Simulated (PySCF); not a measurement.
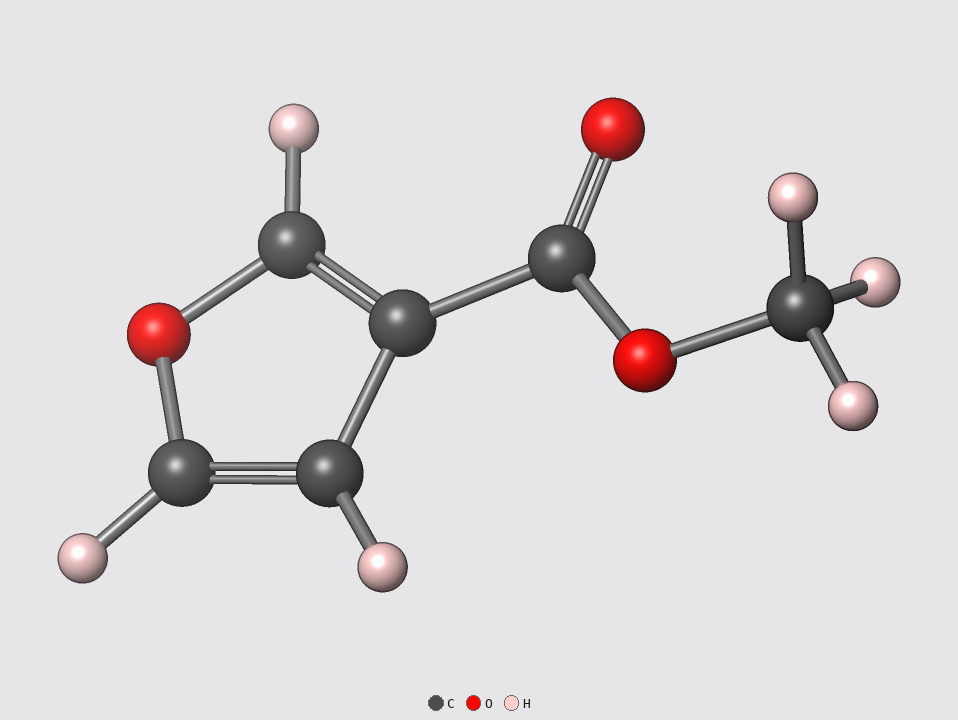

The picture shows a molecular structure as a ball-and-stick model. Double and triple bonds are drawn as two and three sticks.

**Count the atoms of each element.**

C₆H₆O₃, 15 atoms: 6 carbon, 6 hydrogen and 3 oxygen.

**Name some functional groups or characteristic bonds that it holds.**

Among them: ester.

The parts below concern this one geometry. Atoms keep their numbers from picture to picture. The computed structure is the end point of a PBE0-D3(BJ)/def2-SVP optimisation. No frequency run is at hand to confirm it as a minimum.

## Geometry

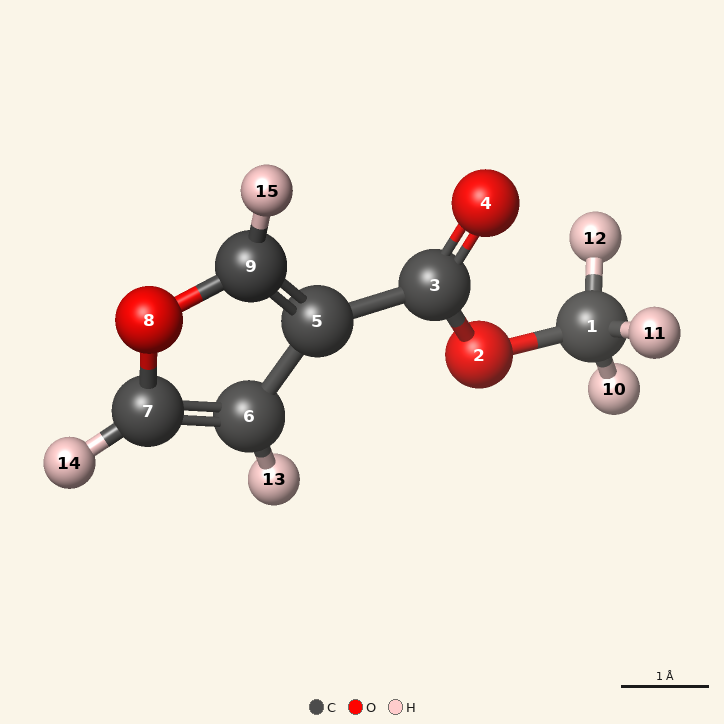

Numbered structure. No frequency run is at hand to confirm it as a minimum.

Which atoms are bonded, and how long are the bonds?

| bond | length (Å) | order |
| --- | --- | --- |
| C1–O2 | 1.415 | single |
| C1–H10 | 1.096 | single |
| C1–H11 | 1.100 | single |
| C1–H12 | 1.100 | single |
| O2–C3 | 1.340 | single |
| C3–O4 | 1.206 | double |
| C3–C5 | 1.469 | single |
| C5–C6 | 1.434 | aromatic |
| C5–C9 | 1.369 | aromatic |
| C6–C7 | 1.359 | aromatic |
| C6–H13 | 1.087 | single |
| C7–O8 | 1.355 | aromatic |
| C7–H14 | 1.087 | single |
| O8–C9 | 1.337 | aromatic |
| C9–H15 | 1.087 | single |

## NMR shielding

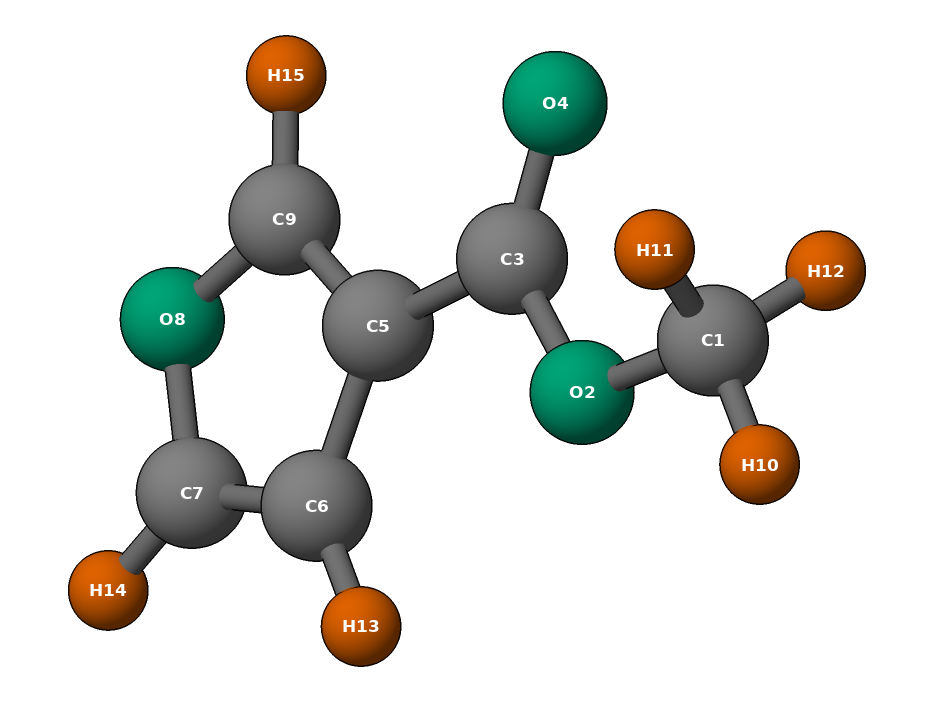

No frequency run is at hand to confirm it as a minimum. Method: GIAO PBE/pcSseg-1 NMR shielding, non-relativistic, gas phase (PySCF 2.14.0). Principal shieldings σ11 ≤ σ22 ≤ σ33, span Ω = σ33 − σ11, skew κ = 3(σiso − σ22)/Ω.

**Which O atom has the most anisotropic shielding?**

O4, with a span of 615 ppm.

Give the shielding tensors of the O atoms.

```tsv
atom	σ11	σ22	σ33	σiso	Ω	κ
O2	−37.0	219.6	223.9	135.5	260.9	−0.97
O4	−312.1	−212.6	303.1	−73.9	615.2	0.68
O8	−134.0	−65.0	249.0	16.7	383.0	0.64
```

Shieldings and span in ppm.

## Levels of theory compared

No frequency run is at hand to confirm it as a minimum. Program: PySCF 2.14.0.

Compare HOMO–LUMO gap (eV), dipole (D), HOMO energy (eV) at these levels: B3LYP/pcJ-1; CAM-B3LYP/def2-SVPD; PBE/pcSseg-1; PBE0/pcSseg-1.

```csv
level,HOMO–LUMO gap (eV),dipole (D),HOMO energy (eV)
B3LYP/pcJ-1,5.82,2.09,−6.88
CAM-B3LYP/def2-SVPD,8.56,2.17,−8.42
PBE/pcSseg-1,4.28,2.01,−6.04
PBE0/pcSseg-1,6.26,2.07,−7.11
```

## Core levels

No frequency run is at hand to confirm it as a minimum. Properties computed with delta-SCF UKS SCAN, pcX-2 on the ionised atom, pcseg-1 elsewhere, spin-free X2C (PySCF 2.14.0).

Give the core-electron binding energies (to vacuum) of C1 1s, O2 1s, C3 1s, O4 1s, C5 1s, C6 1s, C7 1s, O8 1s, C9 1s.

```json
{"atom": "C1", "level": "1s", "binding energy (eV)": "292.6"}
{"atom": "O2", "level": "1s", "binding energy (eV)": "539.3"}
{"atom": "C3", "level": "1s", "binding energy (eV)": "294.4"}
{"atom": "O4", "level": "1s", "binding energy (eV)": "537.3"}
{"atom": "C5", "level": "1s", "binding energy (eV)": "290.9"}
{"atom": "C6", "level": "1s", "binding energy (eV)": "290.8"}
{"atom": "C7", "level": "1s", "binding energy (eV)": "291.9"}
{"atom": "O8", "level": "1s", "binding energy (eV)": "540.4"}
{"atom": "C9", "level": "1s", "binding energy (eV)": "291.9"}
```
